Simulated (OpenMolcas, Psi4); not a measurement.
Predicting a hybrid from its neighbours: B2O2 (diboron dioxide)

The species is B2O2 (4 atoms), meant as a singlet with charge 0. SMILES: `O=BB=O`. Geometry: relaxed at PBE0-D4/def2-TZVP.

The HOMO–LUMO gap y, in eV, basis aug-cc-pVDZ; a is the functional's share of exact exchange. Programs: OpenMolcas 26.06, Psi4 1.11.

```
functional     program     a  y (eV)
    revPBE  OpenMolcas     0    6.15
    r2SCAN  OpenMolcas     0    6.63
     TPSSh        Psi4   0.1       ?
     B3LYP  OpenMolcas   0.2    8.05
      PBE0  OpenMolcas  0.25    8.55
     BHLYP  OpenMolcas   0.5   10.91
```

Problem. Fit y = c + s·a to the known rows and predict TPSSh.

Solution. 
1. Means of the 5 rows: a = 0.1900, y = 8.058.
2. Σ(Δa)² = 0.172, Σ(Δa·Δy) = 1.5474, so the slope is 1.5474/0.172 = 8.9965.
3. Intercept: 8.058 − (8.9965) × 0.1900 = 6.349. The largest residual of the fit is 0.28.
4. TPSSh: 6.349 + (8.9965) × 0.1 = 7.25 eV.

The run gave 7.28 eV, so the prediction is off by -0.03 eV, within the largest residual. Exact exchange lowers occupied levels and raises empty ones. The rows mix families of semi-local functionals, which the line can't see.

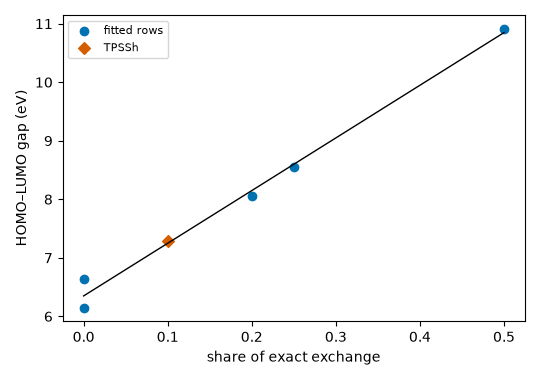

The fitted line, with the withheld row.
